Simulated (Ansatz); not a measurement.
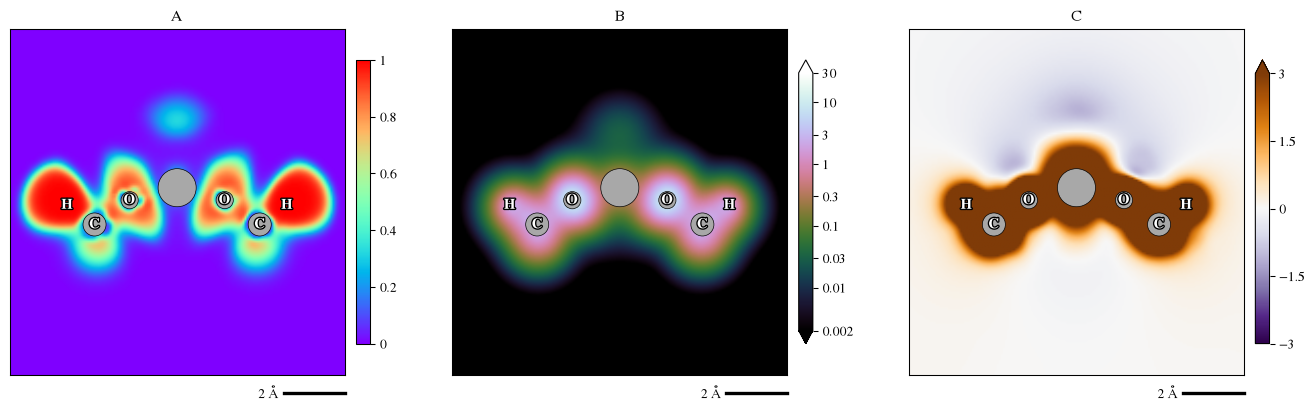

C$_{3}$H$_{10}$NNbO$_{3}$ (SMILES C[O][Nb](=[NH])([O]C)[O]C): 3 fields on the plane of atoms O7, C8 and H18, with unlabelled colour scales. Grey discs cover the atomic cores.

Geometry: PBE0-D4/def2-TZVP; core potentials replace the inner electrons of Nb.

These are results of RKS PBE0-D4/def2-TZVPP in Ansatz 0.2.0, not measurements.

### The panels show electron density, electron localisation function and electrostatic potential in some order. Assign them.

Panel A: electron localisation function. Panel B: electron density. Panel C: electrostatic potential (strongly positive close to the atoms, with negative regions outside electron-rich atoms). From the grid: C–O (1.40 Å): ρ is about 2.1 e/Å³ halfway, with its minimum of 1.8 e/Å³ about 0.5 Å from C; the ELF peaks at about 0.90 between the atoms (a shared but strongly polarised pair).
